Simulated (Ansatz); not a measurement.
Read the following structure.

```yaml
crystal:
  lattice:
    - [3.66165, 0.00000, 0.00000]
    - [-1.83083, 3.17108, 0.00000]
    - [0.00000, 0.00000, 5.95445]
  atoms:
    - { symbol: Ho, position: [0.33333, 0.66667, 0.75043] }
    - { symbol: Ho, position: [0.66667, 0.33333, 0.24957] }
```

> Before looking at a picture, describe the arrangement of atoms.

The element is holmium. Strictly the space group is P-3m1 (No. 164, within 0.01 Å). It is a distorted form of a primitive hexagonal structure, space group P6_3/mmc (No. 194) within 0.25 Å: hexagonal close-packed (Mg type). The cell holds two atoms. Each Ho is bonded to twelve Ho in an anticuboctahedral arrangement at 3.65 to 3.66 Å. The bonds build a three-dimensional framework.

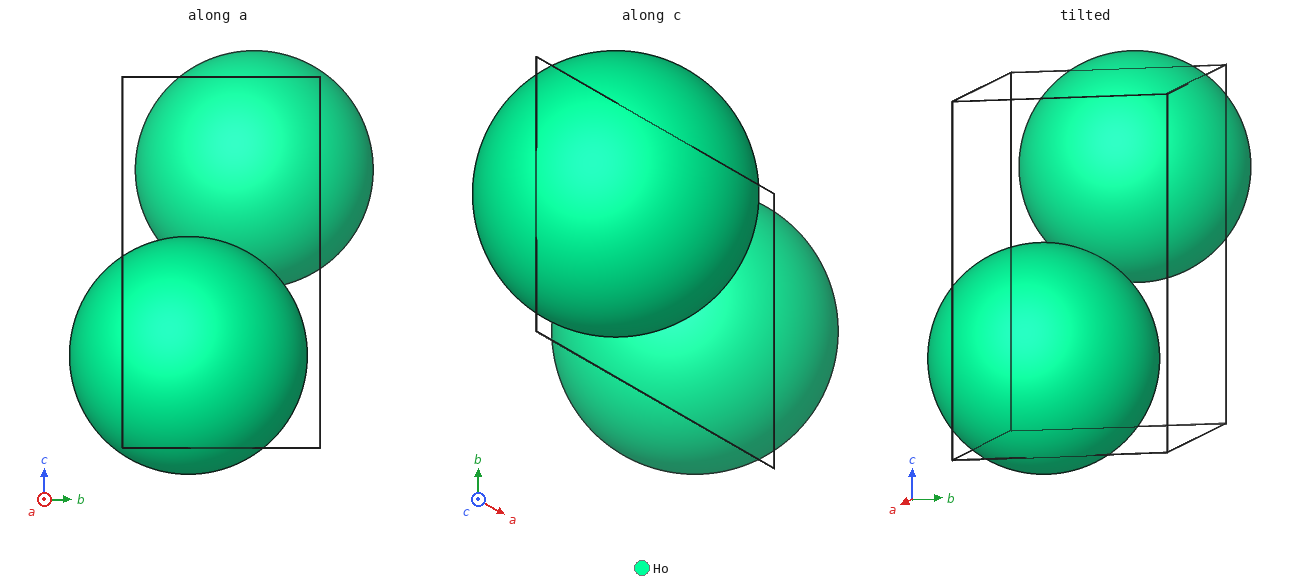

Shown here is a space-filling view of the crystal, taken along the a axis, along the c axis and slightly off an axis. The lines enclose the unit cell; boundary atoms appear with their images. Colours: holmium green.

The starting point was the standard structure of this element. Earlier steps of the study may have refined or changed the cell and positions. It was set up as input for a calculation with Ansatz.
